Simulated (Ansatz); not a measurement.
Cl$_{5}$HMoO···HCl

```xyz
10

Mo    0.3429    0.2225   -0.4777
Cl   -0.5389    0.6303    3.7858
Cl    2.5364    0.3374   -1.3333
Cl   -0.0003    2.4800   -0.9118
Cl   -1.6648    0.1742    0.6234
Cl    0.5339   -2.0688   -0.1396
Cl   -0.3855   -0.2277   -2.6211
O     1.2209    0.6059    1.1779
H     2.1933    0.7345    1.2057
H     0.3399    0.6662    2.8094
```

Core potentials replace the inner electrons of Mo.

Theory: Ansatz, RKS PBE/def2-SVP.

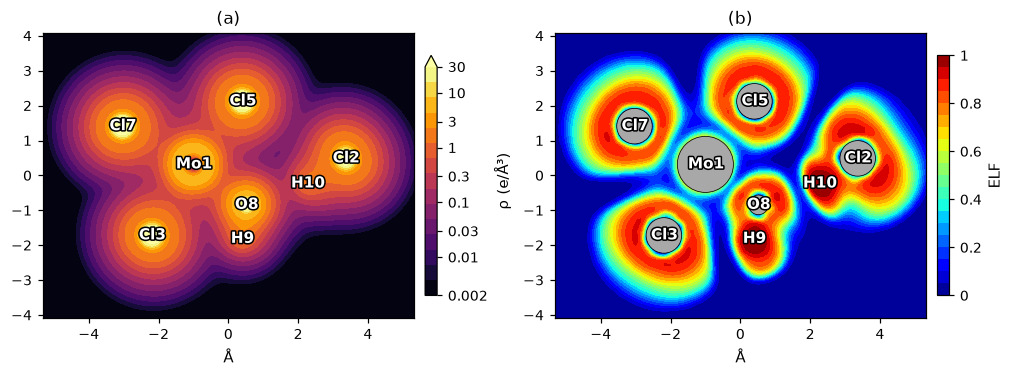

Figure 1. (a) electron density; (b) electron localisation function on the plane of atoms Mo1, O8 and H9. Grey discs cover the atomic cores in the ELF map.

What does the map show?

Answer.
- Atoms in the plane: Mo, Cl, O and H.
- O8···H10 (1.86 Å): the density falls to about 0.21 e/Å³ on the way; the ELF dips to about 0.15 between them.
- Mo–O (1.91 Å): ρ at the midpoint is about 1 e/Å³; the ELF peaks at about 0.85 in the valence shell of O, 0.5 Å from its nucleus, and drops to about 0.25 between the two atoms.
- Mo–Cl (2.29 Å): ρ at the midpoint is about 0.65 e/Å³; the ELF peaks at about 0.85 in the valence shell of Cl, 0.8 Å from its nucleus, and is about 0.35 at the midpoint.
- O–H (0.98 Å): ρ at the midpoint is about 3.6 e/Å³; the ELF climbs to about 1 towards the hydrogen, as it does in any bond to H; a covalent bond by its length.
- Mo–Cl (2.36 Å): ρ is about 0.58 e/Å³ halfway; the ELF peaks at about 0.85 in the valence shell of Cl, 0.8 Å from its nucleus, and is about 0.35 at the midpoint.
- The ELF also peaks beside Cl2, away from the bonds: lone-pair regions.

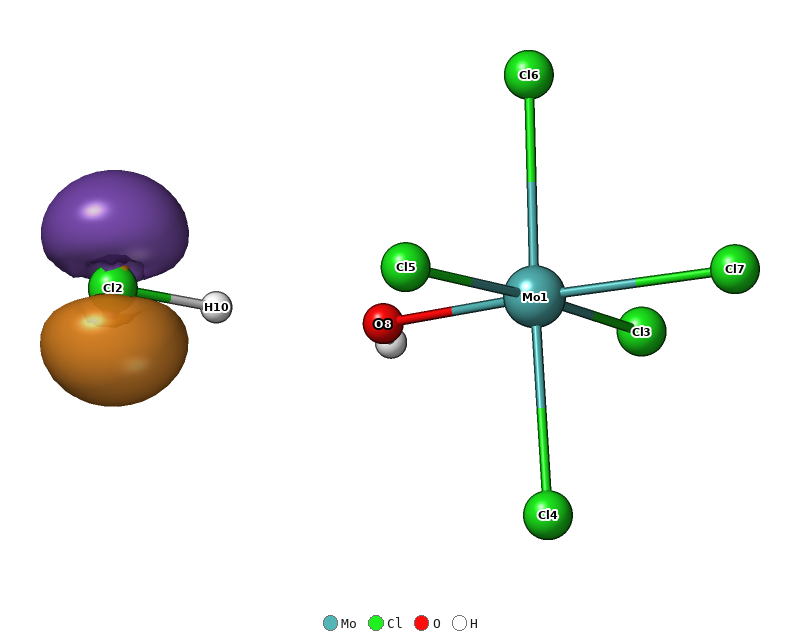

Figure 2. The HOMO−1 at ±0.3 Å⁻³ᐟ² (orange and purple are the two phases), seen from one side.

Where does this orbital lie, and at what energy?

Answer. It lies mainly on Cl2 (about 95 %); largely a lone pair of Cl2. Its energy is −7.28 eV.

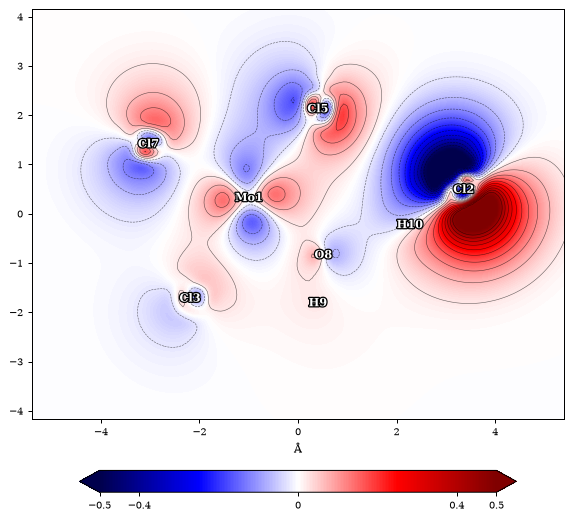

Figure 3. One frontier orbital on the plane of atoms Mo1, O8 and H9 (values in Å⁻³ᐟ²; the overall sign is arbitrary).

Which orbital is it: HOMO or LUMO?

Answer. The HOMO, at −7.26 eV. By Hirshfeld shares it lies mainly on Cl2 (about 85 %); largely a lone pair of Cl2.
